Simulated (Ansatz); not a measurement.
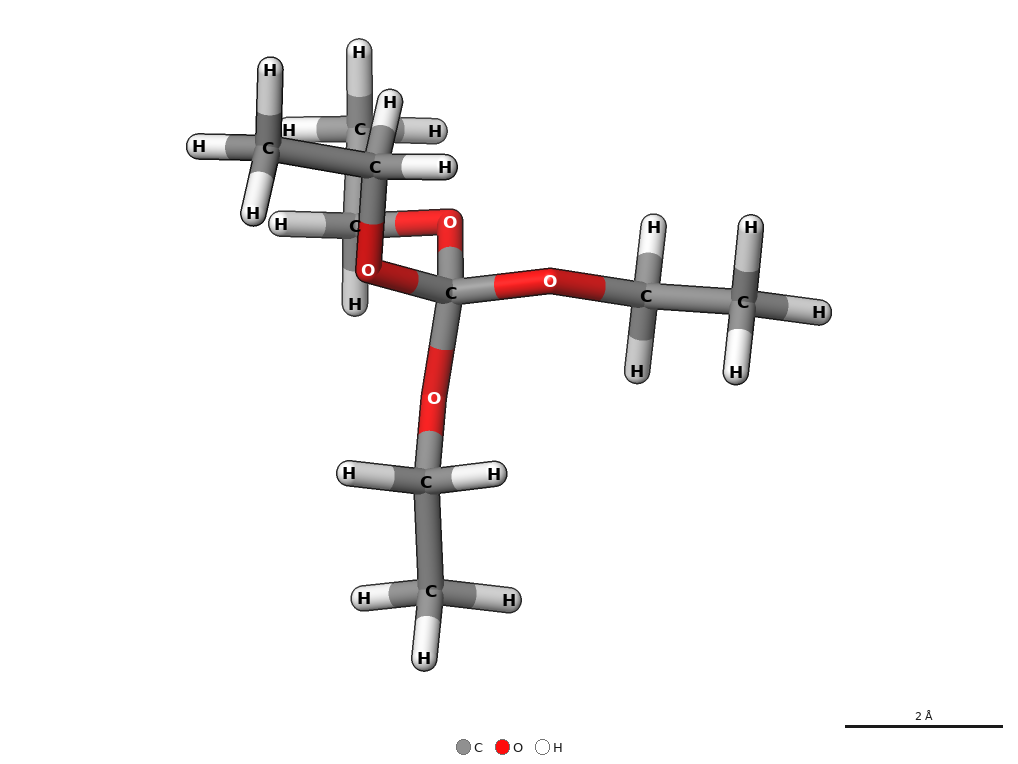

The picture shows the input geometry.

Input file:

```yaml
crystal:
  periodic: [false, false, false]
  atoms:
    - {symbol: C, position_ang: [-3.196470, -1.968240, -0.728932]}
    - {symbol: C, position_ang: [-2.248606, -0.704556, -0.816595]}
    - {symbol: O, position_ang: [-0.926102, -1.089601, -0.242289]}
    - {symbol: C, position_ang: [-0.000111, -0.000012, -0.000139]}
    - {symbol: O, position_ang: [0.163515, 0.726715, -1.244485]}
    - {symbol: C, position_ang: [1.034943, 1.936607, -1.182055]}
    - {symbol: C, position_ang: [1.316449, 2.402851, -2.667453]}
    - {symbol: O, position_ang: [1.240054, -0.572952, 0.486738]}
    - {symbol: C, position_ang: [1.858007, -1.619332, -0.379429]}
    - {symbol: C, position_ang: [3.316232, -1.896218, 0.168268]}
    - {symbol: O, position_ang: [-0.477887, 0.935805, 0.999509]}
    - {symbol: C, position_ang: [-0.644886, 0.387586, 2.377418]}
    - {symbol: C, position_ang: [-1.435651, 1.461318, 3.228792]}
    - {symbol: H, position_ang: [-3.345091, -2.295024, 0.360019]}
    - {symbol: H, position_ang: [-4.223267, -1.721904, -1.176444]}
    - {symbol: H, position_ang: [-2.752174, -2.850261, -1.311327]}
    - {symbol: H, position_ang: [-2.681965, 0.180325, -0.223933]}
    - {symbol: H, position_ang: [-2.110311, -0.364920, -1.904828]}
    - {symbol: H, position_ang: [0.505469, 2.760493, -0.582387]}
    - {symbol: H, position_ang: [2.013458, 1.677671, -0.636604]}
    - {symbol: H, position_ang: [1.859272, 1.584036, -3.258700]}
    - {symbol: H, position_ang: [0.335883, 2.647076, -3.209104]}
    - {symbol: H, position_ang: [1.971703, 3.344075, -2.667093]}
    - {symbol: H, position_ang: [1.887465, -1.249186, -1.467645]}
    - {symbol: H, position_ang: [1.216168, -2.571096, -0.348941]}
    - {symbol: H, position_ang: [3.280038, -2.252787, 1.257356]}
    - {symbol: H, position_ang: [3.959038, -0.947876, 0.121813]}
    - {symbol: H, position_ang: [3.824847, -2.709591, -0.460214]}
    - {symbol: H, position_ang: [-1.219538, -0.607115, 2.328204]}
    - {symbol: H, position_ang: [0.387282, 0.175229, 2.833776]}
    - {symbol: H, position_ang: [-0.863128, 2.454090, 3.263069]}
    - {symbol: H, position_ang: [-2.471755, 1.659340, 2.779374]}
    - {symbol: H, position_ang: [-1.572855, 1.087451, 4.304271]}
basis:
  gaussian: {orbitals: x2c-TZVPPall}
total_charge: -1
magnetization: {spin_polarized: true, initial_magnetization: 1}
hamiltonian: {xc: {name: SVWN5}, pseudopotentials: {relativity: none}}
```

Command:

```sh
ansatz run in.yaml --threads 11 --pin off --events-out ev --progress --plain --max-ram 174080MiB --backend cuda --devices 0, --max-vram 75GiB
```

Result:

```
Functional definition: SVWN5
  name "SVWN5"
  cite "Dirac, Proc. Camb. Phil. Soc. 26, 376 (1930) doi:10.1017/S0305004100016108"
  cite "Slater, Phys. Rev. 81, 385 (1951) doi:10.1103/PhysRev.81.385"
  cite "Vosko, Wilk & Nusair, Can. J. Phys. 58, 1200 (1980) doi:10.1139/p80-159"
  exchange = slater_x
  correlation = vwn5_c
3404 factors; their error is unknown
mean field evaluation 1: about -17672.4252 eV, gradient 8.2e1 eV
mean field evaluation 2: about -17612.6853 eV, gradient 1.4e2 eV
mean field evaluation 4: about -17702.7805 eV, gradient 1.1e1 eV
mean field evaluation 8: about -17703.2678 eV, gradient 2.4e-1 eV
mean field evaluation 16: about -17703.1744 eV, gradient 2.3e-3 eV
mean field evaluation 32: about -17703.0422 eV, gradient 2.4e0 eV
mean field -17703.17441358 eV, -650.5796600566 hartree, gradient 7.1e-5 eV, S^2 0.750279; 6 other end points of the search recorded, 0 dependent functions left out
reference -17703.17448157 eV, -650.5796625549 hartree; 54, 53 occupied and 629, 630 virtual orbitals, 3404 factors
WARN: the results are in doubt because the basis set is contracted for relativity, which is off
Total energy: -17703.17448157 eV, -650.5796625549 hartree
In doubt: the basis set is contracted for relativity, which is off
```

The calculation finished and met its thresholds.
